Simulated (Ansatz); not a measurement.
**C₂HAlF₂O: a spread of methods and bases**

How do the results and run time of C₂HAlF₂O respond when the settings are drawn wide?

The runs use Ansatz 0.2.0, Gaussian basis; the settings change from run to run.

## (1) The geometry

The geometry comes from an earlier relaxation with PBE0-D4 in a triple-zeta def2 set; it is a stationary point, not always the lowest conformer.

SMILES `F[C]1=C[O][Al]1[F]`, 7 atoms, charge 0, spin multiplicity 1.

Atoms are counted from 1 here; the program's logs count them from 0.

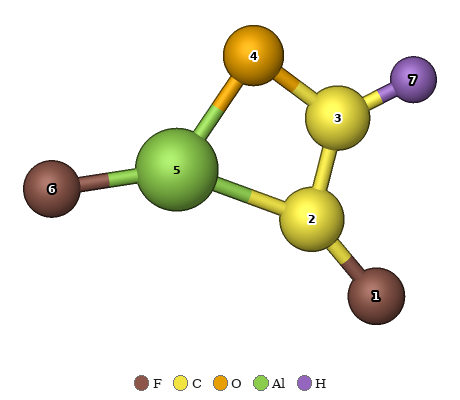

The structure; fluorine brown, carbon yellow, oxygen amber, aluminium green, hydrogen purple; atoms are numbered from 1 in the order of the file.

## (2) RPBE/cc-pVDZ

Set apart from the defaults: multiplicity 3, coordinates scaled by 1.05, density fitting with def2-universal-jkfit, finite nuclei, a point charge of 0.50 e beside it, D4 dispersion.

Input file in.yaml:

```yaml
crystal:
  periodic: [false, false, false]
  atoms:
    - {symbol: F, position_ang: [-0.646793, -1.643353, 1.551480]}
    - {symbol: C, position_ang: [-0.317763, -0.641111, 0.638860]}
    - {symbol: C, position_ang: [0.867570, -0.555965, -0.126465]}
    - {symbol: O, position_ang: [0.919035, 0.611774, -0.992575]}
    - {symbol: Al, position_ang: [-0.740977, 1.047759, -0.318017]}
    - {symbol: F, position_ang: [-1.782262, 2.369243, -0.644721]}
    - {symbol: H, position_ang: [1.765555, -1.259746, -0.156548]}
basis:
  gaussian: {orbitals: cc-pVDZ, fitting: {mean_field: def2-universal-jkfit}, nuclear_model: gaussian, point_charges: [{charge: 0.50, position_ang: [6.574, 0.964, -0.259]}]}
magnetization: {spin_polarized: true, initial_magnetization: 2}
hamiltonian: {xc: {name: RPBE}, dispersion: d4}
```

On the command line:

```console
$ ansatz run in.yaml --threads 2 --pin off --events-out ev --progress --plain --max-ram 4352MiB
```

The program printed:

```text
Functional definition: RPBE
  name "RPBE"
  cite "Hammer, Hansen & Nørskov, Phys. Rev. B 59, 7413 (1999) doi:10.1103/PhysRevB.59.7413"
  cite "Perdew, Burke & Ernzerhof, Phys. Rev. Lett. 77, 3865 (1996) doi:10.1103/PhysRevLett.77.3865"
  parameter kappa = 0.804
  parameter beta = 0.06672455060314922
  exchange = rpbe_x(kappa = kappa, mu = beta*pi^2/3)
  correlation = pbe_c(beta = beta)
527 factors; integrals over basis functions are off by at most 2.6e-1 eV
mean field evaluation 1: about -16156.6559 eV, gradient 4.2e1 eV
mean field evaluation 2: about -16127.0309 eV, gradient 9.0e1 eV
mean field evaluation 4: about -16163.6876 eV, gradient 1.7e1 eV
mean field evaluation 8: about -16164.9922 eV, gradient 2.4e-1 eV
mean field evaluation 16: about -16164.9895 eV, gradient 1.1e-3 eV
mean field evaluation 32: about -16164.8684 eV, gradient 9.3e-1 eV
mean field -16164.98949112 eV, -594.0524067752 hartree, gradient 2.5e-5 eV, S^2 2.005521; 4 other end points of the search recorded, 0 dependent functions left out
reference -16164.98953249 eV, -594.0524082956 hartree; 27, 25 occupied and 66, 68 virtual orbitals, 527 factors
Total energy: -16165.49289182 eV, -594.0709064099 hartree
```

Run time: 1.9 s. Hardware: 2 threads of Intel Xeon Platinum 8559C, shared host.

⟨S²⟩ 2.006.

## (3) PBE0-DH/aug-cc-pVTZ

This run has high accuracy.

Input file in.yaml:

```yaml
crystal:
  periodic: [false, false, false]
  atoms:
    - {symbol: F, position_ang: [-0.615994, -1.565098, 1.477600]}
    - {symbol: C, position_ang: [-0.302631, -0.610582, 0.608438]}
    - {symbol: C, position_ang: [0.826257, -0.529491, -0.120443]}
    - {symbol: O, position_ang: [0.875271, 0.582642, -0.945309]}
    - {symbol: Al, position_ang: [-0.705693, 0.997866, -0.302874]}
    - {symbol: F, position_ang: [-1.697393, 2.256422, -0.614020]}
    - {symbol: H, position_ang: [1.681481, -1.199758, -0.149093]}
basis:
  gaussian: {orbitals: aug-cc-pVTZ}
hamiltonian: {xc: {name: PBE0-DH}}
accuracy: high
```

The command is unchanged.

The program printed, cut to the lines that bear on the results:

```text
Functional definition: PBE0-DH
  name "PBE0-DH"
  cite "Brémond & Adamo, J. Chem. Phys. 135, 024106 (2011) doi:10.1063/1.3604569"
  cite "Perdew, Burke & Ernzerhof, Phys. Rev. Lett. 77, 3865 (1996) doi:10.1103/PhysRevLett.77.3865"
[...]
4587 factors; integrals over basis functions are off by at most 2.8e-9 eV
[...]
mean field -16154.90524315 eV, -593.6818174977 hartree, gradient 5.9e-8 eV, S^2 0.000000; 0 other end points of the search recorded, 0 dependent functions left out
10 core orbitals not correlated: weight in the atoms' cores, before any rotation towards them, 1.000 or more for the frozen orbitals, at most 0.000 for the correlated occupied ones
reference -16154.90524633 eV, -593.6818176147 hartree; 16, 16 occupied and 277, 277 virtual orbitals, 4587 factors
second order -37.36655080 eV of doubles, -0.00000000 eV of singles
Total energy: -16159.57606518 eV, -593.8534670415 hartree
```

It took 31 s on 2 threads of Intel Xeon Platinum 8559C, shared host; peak memory 2.8 GiB.

## (4) wB97/aug-pcseg-2

This run has the search for lower states set to off.

in.yaml: that of step 3 with these lines changed.

```diff
@@ -11,4 +11,4 @@
 basis:
-  gaussian: {orbitals: aug-cc-pVTZ}
-hamiltonian: {xc: {name: PBE0-DH}}
-accuracy: high
+  gaussian: {orbitals: aug-pcseg-2}
+hamiltonian: {xc: {name: wB97}}
+scf: {lower_state_search: off}
```

Same command.

The program printed, cut to the lines that bear on the results:

```text
Functional definition: wB97
  name "wB97"
  cite "Chai & Head-Gordon, J. Chem. Phys. 128, 084106 (2008) doi:10.1063/1.2834918"
  cite "Becke, J. Chem. Phys. 107, 8554 (1997) doi:10.1063/1.475007"
[...]
  # The coefficients of nought are those of the uniform gas.
[...]
      + integral(e_c_pw_opposite_spin*poly(b97_u_opposite, 1, cos1, cos2, cos3, cos4))
[...]
1362 factors; their error is unknown
694 factors; integrals over basis functions are off by at most 3.8e-5 eV
[...]
mean field -16171.82819050 eV, -594.3037243420 hartree, gradient 6.1e-6 eV, S^2 0.000000; 0 other end points of the search recorded, 0 dependent functions left out
reference -16171.82816913 eV, -594.3037235567 hartree; 26, 26 occupied and 277, 277 virtual orbitals, 1362 factors
Total energy: -16171.82816913 eV, -594.3037235567 hartree
Checks for a lower state left out: stability, starts, cluster_reference, orbital_swaps, neighbouring_geometries, increment
```

Run time: 5.5 s. Hardware: 2 threads of Intel Xeon Platinum 8559C, shared host; peak memory 0.75 GiB.

## (5) B2PLYP/STO-3G

Options: unrestricted orbitals, atoms shaken by 0.15 Å, finite nuclei, high accuracy.

Input file in.yaml:

```yaml
crystal:
  periodic: [false, false, false]
  atoms:
    - {symbol: F, position_ang: [-0.520172, -1.759202, 1.073364]}
    - {symbol: C, position_ang: [-0.455412, -0.877330, 0.491343]}
    - {symbol: C, position_ang: [0.591396, -0.467406, -0.550602]}
    - {symbol: O, position_ang: [0.861598, 0.682446, -0.866137]}
    - {symbol: Al, position_ang: [-0.477124, 1.202413, -0.407361]}
    - {symbol: F, position_ang: [-1.541079, 2.172903, -0.397993]}
    - {symbol: H, position_ang: [1.721784, -1.284800, -0.164522]}
basis:
  gaussian: {orbitals: STO-3G, nuclear_model: gaussian}
magnetization: {spin_polarized: true, initial_magnetization: 0}
hamiltonian: {xc: {name: B2PLYP}}
accuracy: high
output: {forces: true}
```

Same command.

The program printed, cut to the lines that bear on the results:

```text
Functional definition: B2PLYP
  name "B2PLYP"
  cite "Grimme, J. Chem. Phys. 124, 034108 (2006) doi:10.1063/1.2148954"
  cite "Becke, Phys. Rev. A 38, 3098 (1988) doi:10.1103/PhysRevA.38.3098"
  cite "Lee, Yang & Parr, Phys. Rev. B 37, 785 (1988) doi:10.1103/PhysRevB.37.785"
[...]
727 factors; integrals over basis functions are off by at most 2.1e-8 eV
[...]
mean field -15925.75487372 eV, -585.2606967448 hartree, gradient 2.6e-8 eV, S^2 0.494288; 4 other end points of the search recorded, 0 dependent functions left out
10 core orbitals not correlated: weight in the atoms' cores, before any rotation towards them, 0.999 or more for the frozen orbitals, at most 0.001 for the correlated occupied ones
reference -15925.75489092 eV, -585.2606973771 hartree; 16, 16 occupied and 9, 9 virtual orbitals, 727 factors
second order -8.19914694 eV of doubles, -0.00000000 eV of singles
[...]
Total energy: -15927.96866060 eV, -585.3420519120 hartree
Atom 0 at    -0.520172    -1.759202     1.073364 Å, force    -2.866673   -32.801744    20.543302 eV/Å
Atom 1 at    -0.455412    -0.877330     0.491343 Å, force     5.578273    40.376305   -25.894633 eV/Å
Atom 2 at     0.591396    -0.467406    -0.550602 Å, force     2.036392   -23.662209     8.533801 eV/Å
Atom 3 at     0.861598     0.682446    -0.866137 Å, force    10.452671    10.341366    -6.345948 eV/Å
Atom 4 at    -0.477124     1.202413    -0.407361 Å, force    -4.106680    -5.237178     6.048708 eV/Å
Atom 5 at    -1.541079     2.172903    -0.397993 Å, force    -7.763543     8.029378    -0.603057 eV/Å
Atom 6 at     1.721784    -1.284800    -0.164522 Å, force    -3.330440     2.954083    -2.282173 eV/Å
Dipole moment:    -0.407678     0.602930     0.036064 e Å
```

Run time: 7.5 s. Hardware: 2 threads of Intel Xeon Platinum 8559C, shared host.

Largest force 48.290 eV/Å, dipole 3.50 D, ⟨S²⟩ 0.494. The spin excess of 0.49 shows a contaminated determinant.

## (6) B3LYP/def2-mTZVPP

This run has unrestricted orbitals, a grid of angular degree 11, D4 dispersion.

Input file in.yaml:

```yaml
crystal:
  periodic: [false, false, false]
  atoms:
    - {symbol: F, position_ang: [-0.615994, -1.565098, 1.477600]}
    - {symbol: C, position_ang: [-0.302631, -0.610582, 0.608438]}
    - {symbol: C, position_ang: [0.826257, -0.529491, -0.120443]}
    - {symbol: O, position_ang: [0.875271, 0.582642, -0.945309]}
    - {symbol: Al, position_ang: [-0.705693, 0.997866, -0.302874]}
    - {symbol: F, position_ang: [-1.697393, 2.256422, -0.614020]}
    - {symbol: H, position_ang: [1.681481, -1.199758, -0.149093]}
basis:
  gaussian: {orbitals: def2-mTZVPP, final_grid: {core_spheres: 5, valence_spheres: 4, degree: 11}}
magnetization: {spin_polarized: true, initial_magnetization: 0}
hamiltonian: {xc: {name: B3LYP}, dispersion: d4}
```

Same command.

The program printed, cut to the lines that bear on the results:

```text
Functional definition: B3LYP
  name "B3LYP"
  cite "Stephens, Devlin, Chabalowski & Frisch, J. Phys. Chem. 98, 11623 (1994) doi:10.1021/j100096a001"
  cite "Becke, Phys. Rev. A 38, 3098 (1988) doi:10.1103/PhysRevA.38.3098"
  cite "Lee, Yang & Parr, Phys. Rev. B 37, 785 (1988) doi:10.1103/PhysRevB.37.785"
  cite "Vosko, Wilk & Nusair, Can. J. Phys. 58, 1200 (1980) doi:10.1139/p80-159"
[...]
1129 factors; their error is unknown
[...]
mean field -16173.54160764 eV, -594.3666912606 hartree, gradient 2.3e-5 eV, S^2 0.000000; 0 other end points of the search recorded, 0 dependent functions left out
reference -16173.54187051 eV, -594.3667009209 hartree; 26, 26 occupied and 111, 111 virtual orbitals, 1129 factors
Total energy: -16173.76885864 eV, -594.3750425806 hartree
```

Wall time 1.6 s (2 threads of Intel Xeon Platinum 8559C, shared host); peak memory 0.41 GiB.

⟨S²⟩ 0.000.

## (7) wB97/pcseg-2

Set apart from the defaults: atoms shaken by 0.03 Å.

Input file in.yaml:

```yaml
crystal:
  periodic: [false, false, false]
  atoms:
    - {symbol: F, position_ang: [-0.627819, -1.583798, 1.505619]}
    - {symbol: C, position_ang: [-0.313886, -0.606890, 0.576862]}
    - {symbol: C, position_ang: [0.807662, -0.531067, -0.117331]}
    - {symbol: O, position_ang: [0.877784, 0.590179, -0.920608]}
    - {symbol: Al, position_ang: [-0.664064, 1.047800, -0.381749]}
    - {symbol: F, position_ang: [-1.689879, 2.164716, -0.581403]}
    - {symbol: H, position_ang: [1.676529, -1.201571, -0.129176]}
basis:
  gaussian: {orbitals: pcseg-2}
hamiltonian: {xc: {name: wB97}}
output: {forces: true}
```

Same command.

The program printed, cut to the lines that bear on the results:

```text
Functional definition: wB97
  name "wB97"
  cite "Chai & Head-Gordon, J. Chem. Phys. 128, 084106 (2008) doi:10.1063/1.2834918"
  cite "Becke, J. Chem. Phys. 107, 8554 (1997) doi:10.1063/1.475007"
[...]
  # The coefficients of nought are those of the uniform gas.
[...]
      + integral(e_c_pw_opposite_spin*poly(b97_u_opposite, 1, cos1, cos2, cos3, cos4))
1096 factors; their error is unknown
306 factors; integrals over basis functions are off by at most 2.7e-5 eV
[...]
mean field -16171.37913799 eV, -594.2872219666 hartree, gradient 8.0e-5 eV, S^2 0.000000; 0 other end points of the search recorded, 0 dependent functions left out
[...]
reference -16171.37912615 eV, -594.2872215315 hartree; 26, 26 occupied and 172, 172 virtual orbitals, 1096 factors
Total energy: -16171.37912615 eV, -594.2872215315 hartree
Atom 0 at    -0.627819    -1.583798     1.505619 Å, force     0.276717     0.970381    -1.038794 eV/Å
Atom 1 at    -0.313886    -0.606890     0.576862 Å, force    -1.177148    -0.232916     1.005878 eV/Å
Atom 2 at     0.807662    -0.531067    -0.117331 Å, force     1.236659    -1.025003     0.187228 eV/Å
Atom 3 at     0.877784     0.590179    -0.920608 Å, force     1.080165     0.448498    -1.084533 eV/Å
Atom 4 at    -0.664064     1.047800    -0.381749 Å, force     1.767901    -3.844758     1.724893 eV/Å
Atom 5 at    -1.689879     2.164716    -0.581403 Å, force    -2.882803     3.424355    -0.766468 eV/Å
Atom 6 at     1.676529    -1.201571    -0.129176 Å, force    -0.301491     0.259442    -0.028204 eV/Å
Dipole moment:     0.005339     0.224874    -0.172513 e Å
```

Run time: 4.9 s. Hardware: 2 threads of Intel Xeon Platinum 8559C, shared host; peak memory 0.36 GiB.

Largest force 4.570 eV/Å, dipole 1.36 D.

## (8) r2SCAN0/def2-TZVPD

Options: D3(BJ) with three-body dispersion.

Input file in.yaml:

```yaml
crystal:
  periodic: [false, false, false]
  atoms:
    - {symbol: F, position_ang: [-0.615994, -1.565098, 1.477600]}
    - {symbol: C, position_ang: [-0.302631, -0.610582, 0.608438]}
    - {symbol: C, position_ang: [0.826257, -0.529491, -0.120443]}
    - {symbol: O, position_ang: [0.875271, 0.582642, -0.945309]}
    - {symbol: Al, position_ang: [-0.705693, 0.997866, -0.302874]}
    - {symbol: F, position_ang: [-1.697393, 2.256422, -0.614020]}
    - {symbol: H, position_ang: [1.681481, -1.199758, -0.149093]}
basis:
  gaussian: {orbitals: def2-TZVPD}
hamiltonian: {xc: {name: r2SCAN0}, dispersion: d3bjatm}
```

Same command.

The program printed, cut to the lines that bear on the results:

```text
Functional definition: r2SCAN0
  name "r2SCAN0"
  cite "Bursch, Neugebauer, Ehlert & Grimme, J. Chem. Phys. 156, 134105 (2022) doi:10.1063/5.0086040"
  cite "Furness, Kaplan, Ning, Perdew & Sun, J. Phys. Chem. Lett. 11, 8208 (2020) doi:10.1021/acs.jpclett.0c02405"
  cite "Furness, Kaplan, Ning, Perdew & Sun, J. Phys. Chem. Lett. 11, 9248 (2020) doi:10.1021/acs.jpclett.0c03077"
  parent r2scan
[...]
1271 factors; their error is unknown
[...]
mean field -16167.04023424 eV, -594.1277701947 hartree, gradient 4.2e-5 eV, S^2 0.000000; 0 other end points of the search recorded, 0 dependent functions left out
reference -16167.04025086 eV, -594.1277708055 hartree; 26, 26 occupied and 220, 220 virtual orbitals, 1271 factors
Total energy: -16167.07872097 eV, -594.1291845561 hartree
```

Run time: 4.3 s. Hardware: 2 threads of Intel Xeon Platinum 8559C, shared host; peak memory 0.51 GiB.

## (9) B97M-V/pcseg-2

Set apart from the defaults: charge +1, multiplicity 2, atoms shaken by 0.03 Å, density fitting with def2-universal-jkfit, a point charge of -1.00 e beside it, relativity set to none.

Input file in.yaml:

```yaml
crystal:
  periodic: [false, false, false]
  atoms:
    - {symbol: F, position_ang: [-0.573180, -1.560425, 1.455821]}
    - {symbol: C, position_ang: [-0.272391, -0.595329, 0.566400]}
    - {symbol: C, position_ang: [0.802585, -0.539766, -0.152358]}
    - {symbol: O, position_ang: [0.889868, 0.555408, -0.904853]}
    - {symbol: Al, position_ang: [-0.720550, 0.974487, -0.314463]}
    - {symbol: F, position_ang: [-1.723471, 2.257161, -0.627099]}
    - {symbol: H, position_ang: [1.730384, -1.177087, -0.132346]}
basis:
  gaussian: {orbitals: pcseg-2, fitting: {mean_field: def2-universal-jkfit}, point_charges: [{charge: -1.00, position_ang: [6.195, 0.907, 0.228]}]}
total_charge: 1
magnetization: {spin_polarized: true, initial_magnetization: 1}
hamiltonian: {xc: {name: B97M-V}, pseudopotentials: {relativity: none}}
output: {forces: true}
```

The command is unchanged.

The program printed, cut to the lines that bear on the results:

```text
Functional definition: B97M-V
  name "B97M-V"
  cite "Mardirossian & Head-Gordon, J. Chem. Phys. 142, 074111 (2015) doi:10.1063/1.4907719"
  cite "Becke, J. Chem. Phys. 107, 8554 (1997) doi:10.1063/1.475007"
  cite "Vydrov & Van Voorhis, J. Chem. Phys. 133, 244103 (2010) doi:10.1063/1.3521275"
  # Of w^i u^j: cxij and so on, Table III.
[...]
  gx(w, u) = cx00 + cx01*u + cx02*u^2 + (cx10 + cx11*u)*w
  gss(w, u) = css00 + css02*u^2 + css10*w + (css32*w^3 + css42*w^4)*u^2
  gos(w, u) = cos00 + cos01*u + cos03*u^3 + cos10*w + cos32*w^3*u^2
[...]
      + integral(e_c_pw_mod_opposite_spin*gos(b97_w_opposite, b97_u_opposite)) + vv10(b, c)
527 factors; integrals over basis functions are off by at most 1.0e0 eV
[...]
mean field -16162.05862972 eV, -593.9446996056 hartree, gradient 6.1e-5 eV, S^2 0.755825; 0 other end points of the search recorded, 0 dependent functions left out
[...]
reference -16162.05869422 eV, -593.9447019759 hartree; 26, 25 occupied and 172, 173 virtual orbitals, 527 factors
Total energy: -16162.05869422 eV, -593.9447019759 hartree
Atom 0 at    -0.573180    -1.560425     1.455821 Å, force     0.765596     1.890224    -1.872495 eV/Å
Atom 1 at    -0.272391    -0.595329     0.566400 Å, force    -5.205687    -2.730766     4.870912 eV/Å
Atom 2 at     0.802585    -0.539766    -0.152358 Å, force     7.753195    -0.717524    -2.869611 eV/Å
Atom 3 at     0.889868     0.555408    -0.904853 Å, force    -0.319273    -1.077970     0.416767 eV/Å
Atom 4 at    -0.720550     0.974487    -0.314463 Å, force    -2.537944     3.668202    -0.731592 eV/Å
Atom 5 at    -1.723471     2.257161    -0.627099 Å, force     1.064578    -1.486619     0.330216 eV/Å
Atom 6 at     1.730384    -1.177087    -0.132346 Å, force    -1.141466     0.534836    -0.132122 eV/Å
Dipole moment:     0.565387    -0.385057    -0.030625 e Å
```

Wall time 8.5 s (2 threads of Intel Xeon Platinum 8559C, shared host); peak memory 0.44 GiB.

Largest force 8.298 eV/Å, ⟨S²⟩ 0.756.

## (10) CCSD/def2-SVP

Set apart from the defaults: 4 DIIS vectors, the search for lower states set to full.

Input file in.yaml:

```yaml
crystal:
  periodic: [false, false, false]
  atoms:
    - {symbol: F, position_ang: [-0.615994, -1.565098, 1.477600]}
    - {symbol: C, position_ang: [-0.302631, -0.610582, 0.608438]}
    - {symbol: C, position_ang: [0.826257, -0.529491, -0.120443]}
    - {symbol: O, position_ang: [0.875271, 0.582642, -0.945309]}
    - {symbol: Al, position_ang: [-0.705693, 0.997866, -0.302874]}
    - {symbol: F, position_ang: [-1.697393, 2.256422, -0.614020]}
    - {symbol: H, position_ang: [1.681481, -1.199758, -0.149093]}
basis:
  gaussian: {orbitals: def2-SVP}
hamiltonian: {xc: {name: HF}}
correlation: {method: ccsd, diis_vectors: 4}
scf: {lower_state_search: full}
```

The command is unchanged.

The program printed, cut to the lines that bear on the results:

```text
Functional definition: HF
  name "HF"
  cite "Fock, Z. Phys. 61, 126 (1930) doi:10.1007/BF01340294"
  parent pbe
[...]
886 factors; integrals over basis functions are off by at most 1.2e-3 eV
[...]
mean field -16099.92661180 eV, -591.6613900613 hartree, gradient 1.0e-6 eV, S^2 0.000000; 0 other end points of the search recorded, 0 dependent functions left out
10 core orbitals not correlated: weight in the atoms' cores, before any rotation towards them, 1.000 or more for the frozen orbitals, at most 0.000 for the correlated occupied ones
reference -16099.92661180 eV, -591.6613900613 hartree; 16, 16 occupied and 67, 67 virtual orbitals, 886 factors
second order -23.27724283 eV of doubles, -0.00000000 eV of singles
cycle   1  -23.08668047 eV  change    1.9e-1 eV  update   1.2e-1
[...]
cycle  12  -23.78847476 eV  change   -9.8e-6 eV  update   1.2e-5
Total energy: -16123.71508655 eV, -592.5356003841 hartree
```

Run time: 2.4 s. Hardware: 2 threads of Intel Xeon Platinum 8559C, shared host; peak memory 0.34 GiB.

T1 0.016.

## (11) All runs side by side

| level | charge | multiplicity | geometry | functions | energy (eV) | time |
| --- | --- | --- | --- | --- | --- | --- |
| RPBE/cc-pVDZ | 0 | 3 | scaled, point charge | 93 | -16165.493 | 1.9 s |
| PBE0-DH/aug-cc-pVTZ | 0 | 1 | relaxed | 303 | -16159.576 | 31 s |
| wB97/aug-pcseg-2 | 0 | 1 | relaxed | 303 | -16171.828 | 5.5 s |
| B2PLYP/STO-3G | 0 | 1 | shaken | 35 | -15927.969 | 7.5 s |
| B3LYP/def2-mTZVPP | 0 | 1 | relaxed | 137 | -16173.769 | 1.6 s |
| wB97/pcseg-2 | 0 | 1 | shaken | 198 | -16171.379 | 4.9 s |
| r2SCAN0/def2-TZVPD | 0 | 1 | relaxed | 246 | -16167.079 | 4.3 s |
| B97M-V/pcseg-2 | 1 | 2 | shaken, point charge | 198 | -16162.059 | 8.5 s |
| CCSD/def2-SVP | 0 | 1 | relaxed | 93 | -16123.715 | 2.4 s |

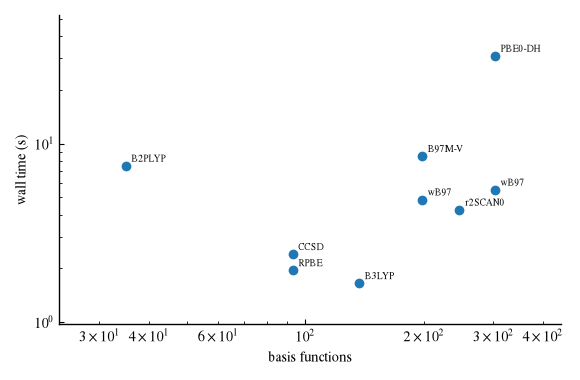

Wall time against the number of basis functions (shared host).

## (12) Summary of results

| quantity | value |
| --- | --- |
| runs | 9 |
| quickest | B3LYP/def2-mTZVPP, 1.6 s |
| slowest | PBE0-DH/aug-cc-pVTZ, 31 s |
| spread of total energies, same state and geometry | 50.1 eV |

In words: PBE0-DH/aug-cc-pVTZ took 19 times as long as B3LYP/def2-mTZVPP. The jobs differ in tasks and options as well as level. Total energies at one charge and spin differ by 50 eV between levels, so only differences within one level mean anything.
